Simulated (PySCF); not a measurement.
**doublet AlCl2F− at 6 levels**

We compute a comparison of 6 runs (UHF/STO-3G, UB3LYP/6-31G*, U-r2SCAN/def2-SVPD, U-revPBE/def2-SVPD, U-wB97M-V/def2-SVPD, UTPSS/def2-SVPD) of doublet AlCl2F−. Input form: a Python script.

The results are computed with PySCF 2.14.0.

1 further run of the same task is left out (set aside as unsound or not needed).

## 1. The molecule

The species is AlCl2F− (4 atoms), meant as a doublet with charge -1. SMILES of the parent species: `[F][Al]([Cl])[Cl]`. Geometry: relaxed at PBE0-D4/def2-TZVP. That shape belongs to the parent species and isn't relaxed for this state.

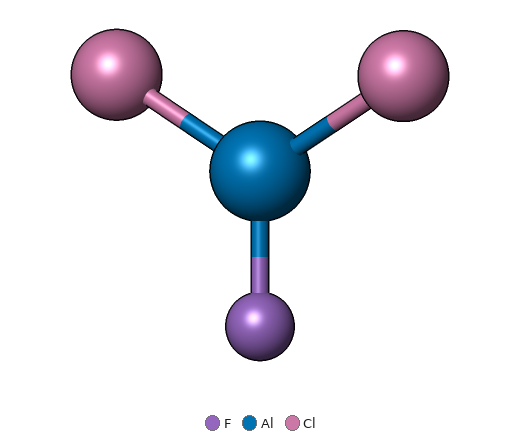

Viewed from a chosen angle; fluorine purple, aluminium blue, chlorine pink.

## 2. A single-point energy at UHF/STO-3G (run 1)

input.xyz

```xyz
4

F      0.087420     0.388220     1.682350
Al     0.004800     0.021530     0.093600
Cl     1.223040    -1.463690    -0.663450
Cl    -1.315270     1.053930    -1.112510
```

job.py

```python
from pyscf import gto

mol = gto.Mole()
mol.atom = 'input.xyz'
mol.charge = -1
mol.basis = 'sto-3g'
mol.max_memory = 1860
mol.spin = 1
mol.verbose = 3
mol.build()

mf = mol.UHF()
mf.conv_tol = 1e-10
mf.kernel()
if not mf.converged:
    mf = mf.newton().run(mf.mo_coeff, mf.mo_occ)

e_final = mf.e_tot
print('Final energy', e_final)
```

Launch:

```sh
OMP_NUM_THREADS=1 python job.py
```

What it wrote:

```text
converged SCF energy = -1246.19174916379  <S^2> = 0.75537425  2S+1 = 2.005367
Final energy -1246.1917491637885
```

It took 0.93 s on 1 thread of Arm Neoverse V1, shared host; peak memory 0.12 GiB.

## 3. The energy at UB3LYP/6-31G(d) (spherical functions) (run 2)

calc.py

```python
from pyscf import gto, dft

mol = gto.M(
    atom='F 0.087420 0.388220 1.682350; Al 0.004800 0.021530 0.093600; Cl 1.223040 -1.463690 -0.663450; Cl -1.315270 1.053930 -1.112510',
    max_memory=1860,
    verbose=3,
    basis='6-31g*',
    charge=-1,
    spin=1,
)

mf = dft.UKS(mol)
mf.xc = 'b3lyp'
mf.conv_tol = 1e-10
mf.grids.level = 5
mf.kernel()
if not mf.converged:
    mf = mf.newton().run(mf.mo_coeff, mf.mo_occ)

etot = mf.e_tot
print('Final energy', etot)
```

Launch:

```sh
OMP_NUM_THREADS=1 python calc.py
```

What it wrote:

```text
WARN: HOMO -0.0885763489073703 >= LUMO -0.0885763489073708

converged SCF energy = -1262.85712818083  <S^2> = 0.75193371  2S+1 = 2.0019328
Final energy -1262.857128180833
```

It took 20 s on 1 thread of Arm Neoverse V1, shared host; peak memory 0.37 GiB.

Runs 3 to 5 aren't shown in full; the table further down has their settings and results.

## 4. The energy at UTPSS/def2-SVPD (run 6)

geometry.xyz

```xyz
4

F      0.087420     0.388220     1.682350
Al     0.004800     0.021530     0.093600
Cl     1.223040    -1.463690    -0.663450
Cl    -1.315270     1.053930    -1.112510
```

input.py

```python
from pyscf import gto, dft

mol = gto.M(
    atom='geometry.xyz',
    max_memory=1860,
    spin=1,
    verbose=3,
    basis='def2-svpd',
    charge=-1,
)

calc0 = dft.UKS(mol)
calc0.xc = 'tpss'
calc0.conv_tol = 1e-10
calc0.grids.level = 5
calc0.kernel()
if not calc0.converged:
    calc0 = calc0.newton().run(calc0.mo_coeff, calc0.mo_occ)

e_tot = calc0.e_tot
print('Final energy', e_tot)
```

Launch:

```sh
OMP_NUM_THREADS=1 python input.py
```

What it wrote:

```text
WARN: HOMO -0.0938224570755315 >= LUMO -0.0938224570755319

converged SCF energy = -1262.53358655814  <S^2> = 0.75222991  2S+1 = 2.0022287
Final energy -1262.5335865581424
```

Wall time 75 s (1 thread of Arm Neoverse V1, shared host); peak memory 0.59 GiB.

## 5. The series

| run | level | integration grid | nlc grid | energy (Eh) | HOMO energy (eV) | LUMO energy (eV) | ⟨S²⟩ | wall time |
| --- | --- | --- | --- | --- | --- | --- | --- | --- |
| 1 | UHF/STO-3G | – | – | -1246.191749 | 6.49 | 14.79 | 0.755 | 0.93 s |
| 2 | UB3LYP/6-31G* (spherical functions) | 5 | – | -1262.857128 | 2.37 | 3.98 | 0.752 | 20 s |
| 3 | U-r2SCAN/def2-SVPD | 5 | – | -1262.349473 | 1.69 | 2.60 | 0.753 | 69 s |
| 4 | U-revPBE/def2-SVPD | 5 | – | -1262.209934 | 1.74 | 2.32 | 0.752 | 31 s |
| 5 | U-wB97M-V/def2-SVPD | 5 | 1 | -1262.396866 | 0.06 | 3.91 | 0.751 | 2 min |
| 6 | UTPSS/def2-SVPD | 5 | – | -1262.533587 | 1.78 | 2.27 | 0.752 | 75 s |

## 6. Outcome

```
                                 quantity           value
                      run 6: total energy  -1262.53359 Eh
run 6: HOMO energy (highest over α and β)         1.78 eV
 run 6: LUMO energy (lowest over α and β)         2.27 eV
                              run 6: ⟨S²⟩           0.752
```

What this shows: Totals of different functionals can't be ranked against each other. In runs 1, 2, 3, 4, 5, 6 the HOMO lies above zero, so the outermost electron may be held by the basis alone. In run 1 the basis is minimal, so the values are rough. All runs together took 5.3 min, the longest 2 min.
